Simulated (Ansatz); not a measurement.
**AlH₃F (doublet): correlated methods under varied settings at distance Al1–H4 along a hydrogen transfer = 1.860 Å**

What do other methods and options give for AlH₃F (doublet) at this geometry, and how long do they take?

Method: the settings change from run to run; program: Ansatz 0.2.0, Gaussian basis.

19 further runs of the same task are left out: 9 for a known fault of the program, 8 that didn't finish, 2 set aside as unsound or not needed.

### Step 1. The system

The geometry derives from fragments relaxed apart (PBE0/def2-TZVP) and kept rigid, so it is no stationary point. A hydrogen atom is moved between rigid fragments.

5 atoms, charge 0, spin multiplicity 2.

Atoms are counted from 1 here; the program's logs count them from 0.

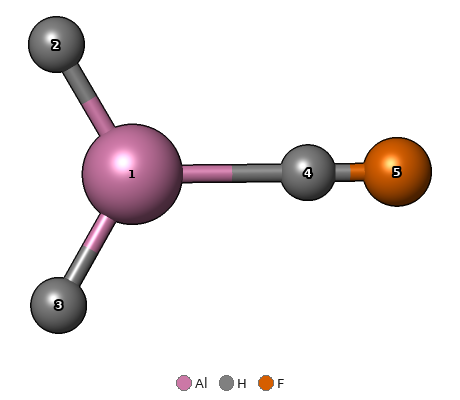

The structure; aluminium pink, hydrogen grey, fluorine orange; atoms are numbered from 1 in the order of the file.

### Step 2. HF/def2-SVP

in.yaml reads:

```yaml
crystal:
  periodic: [false, false, false]
  atoms:
    - {symbol: Al, position_ang: [-1.093505, 0.000000, 0.000000]}
    - {symbol: H, position_ang: [-1.886428, 1.373384, 0.000000]}
    - {symbol: H, position_ang: [-1.886428, -1.373384, 0.000000]}
    - {symbol: H, position_ang: [0.766495, 0.000000, 0.000000]}
    - {symbol: F, position_ang: [1.712495, 0.000000, 0.000000]}
basis:
  gaussian: {orbitals: def2-SVP}
magnetization: {spin_polarized: false, initial_magnetization: 1}
hamiltonian: {xc: hf}
output: {orbitals: {seedname: orbitals}}
```

On the command line:

```
> ansatz run in.yaml --threads 1 --pin off --events-out ev --progress --plain --max-ram 2393MiB
```

Log:

```text
Functional definition: HF
  name "HF"
  cite "Fock, Z. Phys. 61, 126 (1930) doi:10.1007/BF01340294"
  parent pbe
  exchange = exact_x
  correlation = 0
441 factors; integrals over basis functions are off by at most 1.4e-3 eV
mean field evaluation 1: about -9327.7533 eV, gradient 2.5e1 eV
mean field evaluation 2: about -9327.7684 eV, gradient 2.5e1 eV
mean field evaluation 4: about -9329.4267 eV, gradient 1.7e0 eV
mean field evaluation 8: about -9329.4552 eV, gradient 7.4e-2 eV
mean field evaluation 16: about -9329.4553 eV, gradient 1.7e-5 eV
mean field -9329.45525409 eV, -342.8511568558 hartree, gradient 1.7e-5 eV, S^2 0.750000; 0 other end points of the search recorded, 0 dependent functions left out
reference -9329.45525409 eV, -342.8511568558 hartree; 13, 12 occupied and 34, 35 virtual orbitals, 441 factors
Total energy: -9329.45525409 eV, -342.8511568558 hartree
```

It took 0.36 s on 1 thread of Arm Neoverse V1, shared host.

### Step 3. CASCI(1,4)/STO-3G

in.yaml: that of step 2 with these lines changed.

```diff
@@ -9,5 +9,4 @@
 basis:
-  gaussian: {orbitals: def2-SVP}
+  gaussian: {orbitals: STO-3G}
 magnetization: {spin_polarized: false, initial_magnetization: 1}
-hamiltonian: {xc: hf}
-output: {orbitals: {seedname: orbitals}}
+correlation: {active_space: {window: {electrons: 1, orbitals: 4}, fixed_orbitals: true}}
```

Same command.

Log:

```text
Functional definition: HF
  name "HF"
  cite "Fock, Z. Phys. 61, 126 (1930) doi:10.1007/BF01340294"
  parent pbe
  exchange = exact_x
  correlation = 0
198 factors; integrals over basis functions are off by at most 3.1e-5 eV
mean field evaluation 1: about -9212.5667 eV, gradient 1.9e1 eV
mean field evaluation 2: about -9212.5984 eV, gradient 1.9e1 eV
mean field evaluation 4: about -9214.8522 eV, gradient 8.8e-1 eV
mean field evaluation 8: about -9214.8593 eV, gradient 1.5e-4 eV
mean field -9214.85933947 eV, -338.6398346696 hartree, gradient 2.6e-6 eV, S^2 0.750000; 0 other end points of the search recorded, 0 dependent functions left out
reference -9214.85933947 eV, -338.6398346696 hartree; 13, 12 occupied and 4, 5 virtual orbitals, 198 factors
state -9214.85933947 eV, -338.6398346696 hartree
Total energy: -9214.85933947 eV, -338.6398346696 hartree
```

Run time: 0.33 s. Hardware: 1 thread of Arm Neoverse V1, shared host.

From the report: 2 determinants; active occupations 1.00, 0.00, 0.00, 0.00. With so small a space the active step adds no correlation: the energy is the mean field's.

### Step 4. MP2 on UHF/def2-mTZVP

in.yaml: that of step 3 with these lines changed.

```diff
@@ -9,4 +9,4 @@
 basis:
-  gaussian: {orbitals: STO-3G}
-magnetization: {spin_polarized: false, initial_magnetization: 1}
-correlation: {active_space: {window: {electrons: 1, orbitals: 4}, fixed_orbitals: true}}
+  gaussian: {orbitals: def2-mTZVP, fitting: {mean_field: def2-universal-jkfit}}
+magnetization: {spin_polarized: true, initial_magnetization: 1}
+correlation: {method: mp2, electrons: all}
```

Same command.

Log:

```text
Functional definition: HF
  name "HF"
  cite "Fock, Z. Phys. 61, 126 (1930) doi:10.1007/BF01340294"
  parent pbe
  exchange = exact_x
  correlation = 0
259 factors; integrals over basis functions are off by at most 1.6e0 eV
mean field evaluation 1: about -9333.1555 eV, gradient 1.9e1 eV
mean field evaluation 2: about -9334.4871 eV, gradient 1.3e1 eV
mean field evaluation 4: about -9334.9801 eV, gradient 4.9e-1 eV
mean field evaluation 8: about -9334.9856 eV, gradient 1.4e-6 eV
mean field -9334.98556301 eV, -343.0543919601 hartree, gradient 1.4e-6 eV, S^2 0.756738; 0 other end points of the search recorded, 0 dependent functions left out
reference -9334.98556301 eV, -343.0543919601 hartree; 13, 12 occupied and 37, 38 virtual orbitals, 259 factors
second order -9.24112711 eV of doubles, -0.00000000 eV of singles
Total energy: -9344.22669012 eV, -343.3939971177 hartree
```

It took 0.33 s on 1 thread of Arm Neoverse V1, shared host.

From the report: ⟨S²⟩ of the determinant 0.757 (pure doublet: 0.75).

### Step 5. MP2 on ROHF/def2-mTZVP

in.yaml: that of step 4 with these lines changed.

```diff
@@ -9,4 +9,5 @@
 basis:
-  gaussian: {orbitals: def2-mTZVP, fitting: {mean_field: def2-universal-jkfit}}
-magnetization: {spin_polarized: true, initial_magnetization: 1}
-correlation: {method: mp2, electrons: all}
+  gaussian: {orbitals: def2-mTZVP}
+magnetization: {spin_polarized: false, initial_magnetization: 1}
+correlation: {method: mp2, electrons: outside_noble_gas}
+accuracy: high
```

The command is unchanged.

Log:

```text
Functional definition: HF
  name "HF"
  cite "Fock, Z. Phys. 61, 126 (1930) doi:10.1007/BF01340294"
  parent pbe
  exchange = exact_x
  correlation = 0
883 factors; integrals over basis functions are off by at most 7.9e-9 eV
mean field evaluation 1: about -9333.1108 eV, gradient 2.7e1 eV
mean field evaluation 2: about -9333.1110 eV, gradient 2.7e1 eV
mean field evaluation 4: about -9334.8995 eV, gradient 1.7e0 eV
mean field evaluation 8: about -9334.9290 eV, gradient 8.2e-2 eV
mean field -9334.92903660 eV, -343.0523146528 hartree, gradient 2.7e-8 eV, S^2 0.750000; 0 other end points of the search recorded, 0 dependent functions left out
mean field evaluation 16: about -9333.1541 eV, gradient 1.9e1 eV
6 core orbitals not correlated: weight in the atoms' cores, before any rotation towards them, 1.000 or more for the frozen orbitals, at most 0.000 for the correlated occupied ones
reference -9334.92903660 eV, -343.0523146528 hartree; 7, 6 occupied and 37, 38 virtual orbitals, 883 factors
second order -6.88682276 eV of doubles, -0.02882110 eV of singles
Total energy: -9341.84468046 eV, -343.3064598772 hartree
```

Run time: 1.3 s. Hardware: 1 thread of Arm Neoverse V1, shared host.

### Step 6. CCSD/def2-SVP

in.yaml: that of step 5 with these lines changed.

```diff
@@ -9,5 +9,5 @@
 basis:
-  gaussian: {orbitals: def2-mTZVP}
-magnetization: {spin_polarized: false, initial_magnetization: 1}
-correlation: {method: mp2, electrons: outside_noble_gas}
-accuracy: high
+  gaussian: {orbitals: def2-SVP, point_charges: [{charge: 1.00, position_ang: [5.070, -0.747, 0.031]}]}
+magnetization: {spin_polarized: true, initial_magnetization: 1}
+hamiltonian: {xc: {name: PBE}}
+correlation: {method: ccsd, electrons: outside_noble_gas}
```

Same command.

Log (excerpt; [...] marks lines left out):

```text
Functional definition: PBE
  name "PBE"
  cite "Perdew, Burke & Ernzerhof, Phys. Rev. Lett. 77, 3865 (1996) doi:10.1103/PhysRevLett.77.3865"
  parent pbe
[...]
441 factors; integrals over basis functions are off by at most 1.6e-3 eV
[...]
mean field -9349.71390884 eV, -343.5956486862 hartree, gradient 8.4e-6 eV, S^2 0.751197; 0 other end points of the search recorded, 0 dependent functions left out
6 core orbitals not correlated: weight in the atoms' cores, before any rotation towards them, 1.000 or more for the frozen orbitals, at most 0.000 for the correlated occupied ones
reference -9329.43856471 eV, -342.8505435325 hartree; 7, 6 occupied and 34, 35 virtual orbitals, 441 factors
second order -7.42379055 eV of doubles, -0.32502260 eV of singles
cycle   1  -7.90954375 eV  change   -1.7e-1 eV  update   6.4e-2
[...]
cycle   9  -8.16990430 eV  change   -4.3e-6 eV  update   1.0e-5
Total energy: -9337.60846901 eV, -343.1507819777 hartree
```

Run time: 2.7 s. Hardware: 1 thread of Arm Neoverse V1, shared host.

From the report: ⟨S²⟩ of the determinant 0.751 (pure doublet: 0.75); correlation -8.1699 eV; T1 0.022; largest double amplitude 0.05. The orbitals are Kohn-Sham ones, so correlation energy and T1 don't compare with those on Hartree-Fock orbitals.

### Step 7. MP2 on UHF/6-31G*

in.yaml: that of step 6 with these lines changed.

```diff
@@ -9,5 +9,4 @@
 basis:
-  gaussian: {orbitals: def2-SVP, point_charges: [{charge: 1.00, position_ang: [5.070, -0.747, 0.031]}]}
+  gaussian: {orbitals: "6-31G*"}
 magnetization: {spin_polarized: true, initial_magnetization: 1}
-hamiltonian: {xc: {name: PBE}}
-correlation: {method: ccsd, electrons: outside_noble_gas}
+correlation: {method: mp2, electrons: outside_noble_gas}
```

Same command.

Log:

```text
Functional definition: HF
  name "HF"
  cite "Fock, Z. Phys. 61, 126 (1930) doi:10.1007/BF01340294"
  parent pbe
  exchange = exact_x
  correlation = 0
386 factors; integrals over basis functions are off by at most 5.9e-4 eV
mean field evaluation 1: about -9331.5061 eV, gradient 1.8e1 eV
mean field evaluation 2: about -9331.5188 eV, gradient 1.8e1 eV
mean field evaluation 4: about -9333.1128 eV, gradient 1.7e0 eV
mean field evaluation 8: about -9333.1592 eV, gradient 1.8e-1 eV
mean field -9333.16023515 eV, -342.9873123986 hartree, gradient 4.8e-6 eV, S^2 0.756979; 0 other end points of the search recorded, 0 dependent functions left out
6 core orbitals not correlated: weight in the atoms' cores, before any rotation towards them, 1.000 or more for the frozen orbitals, at most 0.000 for the correlated occupied ones
reference -9333.16023515 eV, -342.9873123986 hartree; 7, 6 occupied and 27, 28 virtual orbitals, 386 factors
second order -6.12435024 eV of doubles, -0.00000000 eV of singles
Total energy: -9339.28458539 eV, -343.2123781185 hartree
```

It took 0.33 s on 1 thread of Arm Neoverse V1, shared host.

From the report: ⟨S²⟩ of the determinant 0.757 (pure doublet: 0.75).

### Step 8. CCSD on UHF/def2-mTZVP

in.yaml: that of step 7 with these lines changed.

```diff
@@ -9,4 +9,5 @@
 basis:
-  gaussian: {orbitals: "6-31G*"}
+  gaussian: {orbitals: def2-mTZVP}
 magnetization: {spin_polarized: true, initial_magnetization: 1}
-correlation: {method: mp2, electrons: outside_noble_gas}
+correlation: {method: ccsd, electrons: outside_noble_gas, diis_vectors: 4}
+output: {forces: true}
```

Launched as before.

Log (excerpt; [...] marks lines left out):

```text
Functional definition: HF
  name "HF"
  cite "Fock, Z. Phys. 61, 126 (1930) doi:10.1007/BF01340294"
  parent pbe
[...]
449 factors; integrals over basis functions are off by at most 1.7e-3 eV
[...]
mean field -9334.98536433 eV, -343.0543846589 hartree, gradient 3.9e-6 eV, S^2 0.756740; 1 other end points of the search recorded, 0 dependent functions left out
determinant -9334.98536433 eV, -343.0543846589 hartree, with singles and doubles -9342.27536023 eV, -343.3222870666 hartree
determinant -9332.43145572 eV, -342.9605302483 hartree, with singles and doubles -9340.02603712 eV, -343.2396259671 hartree
6 core orbitals not correlated: weight in the atoms' cores, before any rotation towards them, 1.000 or more for the frozen orbitals, at most 0.000 for the correlated occupied ones
reference -9334.98536433 eV, -343.0543846589 hartree; 7, 6 occupied and 37, 38 virtual orbitals, 449 factors
second order -6.84917688 eV of doubles, -0.00000000 eV of singles
cycle   1  -7.29052305 eV  change   -5.3e-4 eV  update   7.5e-4
[...]
cycle   8  -7.29069523 eV  change   -8.9e-7 eV  update   1.9e-6
[...]
Total energy: -9342.27605956 eV, -343.3223127668 hartree
Atom 0 at    -1.093505     0.000000     0.000000 Å, force    -1.930403    -0.000000     0.000000 eV/Å
Atom 1 at    -1.886428     1.373384     0.000000 Å, force    -0.058207     0.214520     0.000000 eV/Å
Atom 2 at    -1.886428    -1.373384     0.000000 Å, force    -0.058207    -0.214520     0.000000 eV/Å
Atom 3 at     0.766495     0.000000     0.000000 Å, force     0.232108    -0.000000     0.000000 eV/Å
Atom 4 at     1.712495     0.000000     0.000000 Å, force     1.814709    -0.000000    -0.000000 eV/Å
Dipole moment:    -0.463222    -0.000000    -0.000000 e Å
```

It took 6 s on 1 thread of Arm Neoverse V1, shared host.

From the report: ⟨S²⟩ of the determinant 0.757 (pure doublet: 0.75); correlation -7.2907 eV; T1 0.015; largest double amplitude 0.04.

### Step 9. BCCD on ROHF/cc-pVDZ

in.yaml: that of step 8 with these lines changed.

```diff
@@ -9,5 +9,5 @@
 basis:
-  gaussian: {orbitals: def2-mTZVP}
-magnetization: {spin_polarized: true, initial_magnetization: 1}
-correlation: {method: ccsd, electrons: outside_noble_gas, diis_vectors: 4}
+  gaussian: {orbitals: cc-pVDZ}
+magnetization: {spin_polarized: false, initial_magnetization: 1}
+correlation: {method: bccd, electrons: valence}
 output: {forces: true}
```

The command is unchanged.

Log (excerpt; [...] marks lines left out):

```text
Functional definition: HF
  name "HF"
  cite "Fock, Z. Phys. 61, 126 (1930) doi:10.1007/BF01340294"
  parent pbe
[...]
437 factors; integrals over basis functions are off by at most 1.6e-3 eV
[...]
mean field -9333.98665532 eV, -343.0176827797 hartree, gradient 8.5e-6 eV, S^2 0.750000; 1 other end points of the search recorded, 0 dependent functions left out
determinant -9333.98665532 eV, -343.0176827797 hartree, with singles and doubles -9341.92307409 eV, -343.3093407900 hartree
determinant -9331.49405027 eV, -342.9260812335 hartree, with singles and doubles -9339.79398237 eV, -343.2310981124 hartree
6 core orbitals not correlated: weight in the atoms' cores, before any rotation towards them, 1.000 or more for the frozen orbitals, at most 0.000 for the correlated occupied ones
reference -9333.98665532 eV, -343.0176827797 hartree; 7, 6 occupied and 34, 35 virtual orbitals, 437 factors
second order -7.26202967 eV of doubles, -0.03114333 eV of singles
cycle   1  -7.92924217 eV  change    7.2e-3 eV  update   6.3e-3
[...]
cycle  11  -7.92753294 eV  change    3.0e-7 eV  update   5.5e-7
[...]
Total energy: -9341.91418827 eV, -343.3090142419 hartree
Atom 0 at    -1.093505     0.000000     0.000000 Å, force    -1.742645    -0.000000    -0.000000 eV/Å
Atom 1 at    -1.886428     1.373384     0.000000 Å, force    -0.029804     0.156124    -0.000000 eV/Å
Atom 2 at    -1.886428    -1.373384     0.000000 Å, force    -0.029804    -0.156124     0.000000 eV/Å
Atom 3 at     0.766495     0.000000     0.000000 Å, force     0.874013     0.000000     0.000000 eV/Å
Atom 4 at     1.712495     0.000000     0.000000 Å, force     0.928240     0.000000    -0.000000 eV/Å
Dipole moment:    -0.345145     0.000000     0.000000 e Å
```

It took 6 s on 1 thread of Arm Neoverse V1, shared host.

From the report: correlation -7.9275 eV; largest double amplitude 0.04.

### Step 10. All runs side by side

Where basis and cores are those of an earlier UCCSDT(Q)/cc-pVDZ run (-9342.0606 eV), and the state is the same kind, the miss against it is given.

```csv
level,correlated,functions,energy (eV),from UCCSDT(Q) (meV),time
HF/def2-SVP,,47,-9329.4553,,0.36 s
"CASCI(1,4)/STO-3G",,17,-9214.8593,,0.33 s
MP2 on UHF/def2-mTZVP,all,50,-9344.2267,,0.33 s
MP2 on ROHF/def2-mTZVP,outside noble gas,50,-9341.8447,,1.3 s
"CCSD/def2-SVP (beside a point charge, on PBE orbitals)",outside noble gas,47,-9337.6085,,2.7 s
MP2 on UHF/6-31G*,outside noble gas,40,-9339.2846,,0.33 s
CCSD on UHF/def2-mTZVP,outside noble gas,50,-9342.2761,,6 s
BCCD on ROHF/cc-pVDZ,valence,47,-9341.9142,146.4,6 s
```

### Step 11. Summary of results

| quantity | value |
| --- | --- |
| runs | 8 |
| quickest | CASCI(1,4)/STO-3G, 0.33 s |
| slowest | CCSD on UHF/def2-mTZVP, 6 s |

What this shows: Total energies in different bases, with other cores or another treatment of relativity can't be set against each other. CCSD on UHF/def2-mTZVP took 18 times as long as CASCI(1,4)/STO-3G; the jobs differ in more than the method.
